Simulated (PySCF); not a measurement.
Consider C$_{4}$H$_{10}$S$_{2}$Si.

```xyz
17

C    -3.3633    0.4479    0.5306
C    -2.6145    1.2817   -0.1673
S    -0.9846    1.0388   -0.7581
Si   -0.4417   -0.9310   -0.0720
S     1.4880   -1.3967   -0.8492
C     2.3373    0.2282   -0.8749
C     2.6248    0.7517    0.5168
H    -3.0317   -0.5305    0.8300
H    -4.3583    0.7327    0.8269
H    -2.9684    2.2588   -0.4590
H    -0.4316   -0.9073    1.3870
H    -1.3320   -1.9271   -0.6382
H     3.2596    0.0419   -1.4232
H     1.7136    0.9164   -1.4432
H     1.6985    0.9747    1.0436
H     3.1848    0.0164    1.0905
H     3.2126    1.6651    0.4500
```

Geometry: GFN2-xTB.

These are results of B3LYP/def2-SVPD, SCF density, gas phase in PySCF, not measurements.

Question: What will maps of the electron density and electron localisation function show?

Answer: C–C (1.32 Å): the density is about 2.3 e/Å³ at the midpoint; the ELF peaks at about 0.90 between the atoms (a short, multiple covalent bond).
C–S (1.75 Å): the density is about 1.4 e/Å³ at the midpoint; the ELF peaks at about 0.95 between the atoms; localised, covalent bonding.
Si–S (2.13 Å): the density is about 0.84 e/Å³ at the midpoint; the ELF peaks at about 0.95 between the atoms, as expected for a shared electron pair.
C–H (1.08 Å): the density is about 2 e/Å³ at the midpoint; the ELF climbs to about 1 towards the hydrogen, as it does in any bond to H; an ordinary covalent bond to hydrogen.

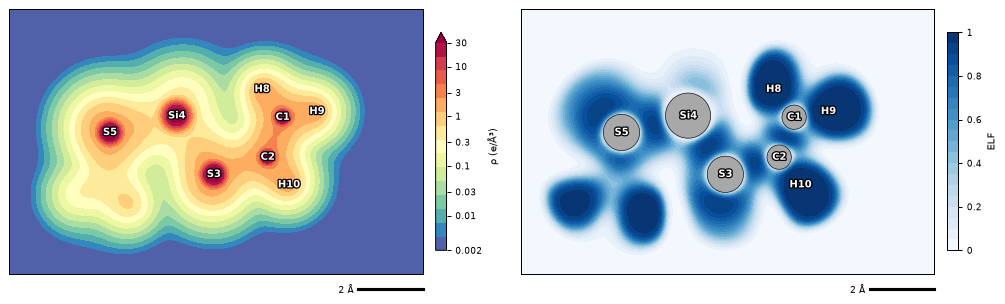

Computed electron density and electron localisation function on the plane of atoms C1, C2 and S3, in this order. Grey discs cover the atomic cores in the ELF map. 
